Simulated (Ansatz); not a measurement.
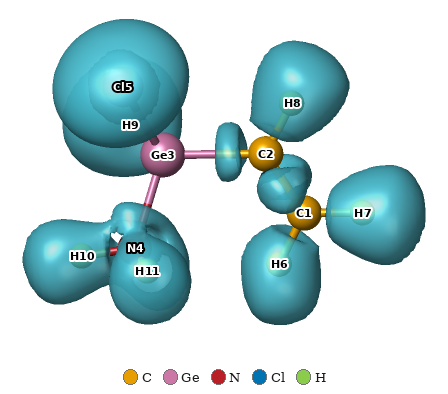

C2H6ClGeN (SMILES C=[CH][GeH]([NH2])[Cl]). Isosurface of the ELF at 0.75 (cyan), seen across its widest extent. Core shells and regions of very low density are left out.

Level of theory: RKS BLYP-D4/def2-SVP in Ansatz.

Input file:

```
crystal:
  periodic: [false, false, false]
  atoms:
    - { symbol: C, position_ang: [-1.7228, 0.1364, -0.1963] }
    - { symbol: C, position_ang: [-0.9127, -0.5573, 0.4911] }
    - { symbol: Ge, position_ang: [0.8988, -0.0188, 0.6454] }
    - { symbol: "N", position_ang: [1.7873, 0.0777, -1.0349] }
    - { symbol: Cl, position_ang: [1.0392, 1.9174, 1.587] }
    - { symbol: H, position_ang: [-1.4524, 1.1123, -0.6983] }
    - { symbol: H, position_ang: [-2.78, -0.1286, -0.2911] }
    - { symbol: H, position_ang: [-1.2032, -1.4496, 0.9694] }
    - { symbol: H, position_ang: [1.6946, -1.0411, 1.5669] }
    - { symbol: H, position_ang: [2.59137, -0.59005, -0.89851] }
    - { symbol: H, position_ang: [2.23699, 1.04932, -0.97086] }
basis:
  gaussian: { orbitals: def2-SVP }
hamiltonian:
  xc: blyp
  dispersion: d4
relax:
  f_tol: 0.015
  max_steps: 40
output:
  orbitals: {}
```

Run with:

```sh
ansatz run input.yaml --threads 2 --pin off --max-ram 3072MiB --backend cpu --events-out ev --progress --plain --runs-dir out
```

The fields are those of the relaxed geometry.

What do the ELF domains correspond to?

Answer. The ELF exceeds this value in one region between bonded C–C atoms (shared pairs), four regions around hydrogen nuclei, one lobe of the valence shell of C pointing towards Ge (polar bonds), one region wrapped around Cl (its valence shell) and one joined region spread over several atoms (H, N), in which their bonds and any lone pairs are merged.

Values along the shortest contacts:
C–C (1.35 Å): the ELF peaks at about 0.95 between the atoms (a covalent bond). Ge–N (1.85 Å): the ELF peaks at about 0.85 in the valence shell of N, 0.6 Å from its nucleus, and is about 0.50 at the midpoint.
